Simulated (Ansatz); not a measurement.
SiH3O (SMILES O[SiH2]): methods side by side

SiH3O has 5 atoms, charge 0, and is taken as a doublet. As SMILES, `O[SiH2]`. The coordinates come from a GFN2-xTB relaxation. This is one conformer, not always the lowest.

```xyz
5

O     0.5573   -0.4338    0.7985
Si    0.0019    0.3419   -0.5339
H     0.7257   -1.3707    0.8148
H    -1.2448   -0.2536   -1.0008
H    -0.0401    1.7160   -0.0786
```

Quantity: the energy change with the Si2–H5 bond stretched from 1.448 to 2.172 Å, in eV. The values are calculated.

```
          level                    kind  program  value (eV)  CPU time (all runs)
     UHF/STO-3G            Hartree–Fock   Ansatz        2.88               0.22 s
    UPBE/STO-3G                     GGA   Ansatz        2.33                3.2 s
  UBHLYP/STO-3G           global hybrid   Ansatz        2.79                3.2 s
   UPBE0/STO-3G           global hybrid   Ansatz        2.65                3.5 s
 U-wB97X/STO-3G  range-separated hybrid   Ansatz        2.83                 18 s
  UHSE06/STO-3G  range-separated hybrid   Ansatz        2.65                4.2 s
 UB2PLYP/STO-3G           double hybrid   Ansatz        2.69                3.8 s
 RPA@PBE/STO-3G                     RPA   Ansatz        2.44                3.8 s
    UMP2/STO-3G     perturbation theory   Ansatz        2.92               0.24 s
UBCCD(T)/STO-3G   coupled cluster or CI   Ansatz        2.48               0.56 s
```

The first shape isn't each level's own minimum. The values span 2.33 to 2.92 eV. Spin contamination of the reference (⟨S²⟩ at least 0.1 too high) touches UHF/STO-3G, UBHLYP/STO-3G, UB2PLYP/STO-3G, UMP2/STO-3G, UBCCD(T)/STO-3G. All rows use very small basis sets, so none should be taken for the real molecule's value. Times are those of the runs behind each value, whatever else they computed, on shared processors of several kinds: orders of magnitude only.

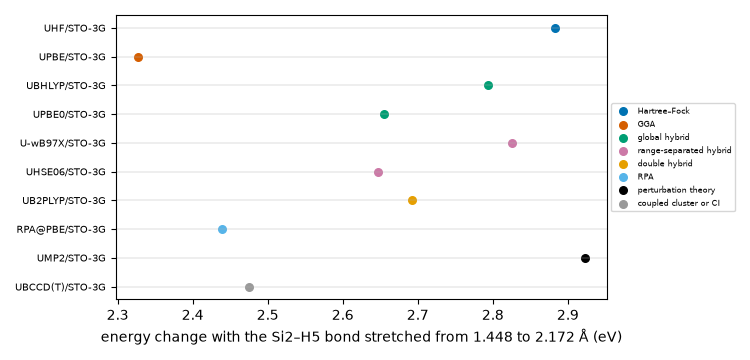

The values of the table, level by level.
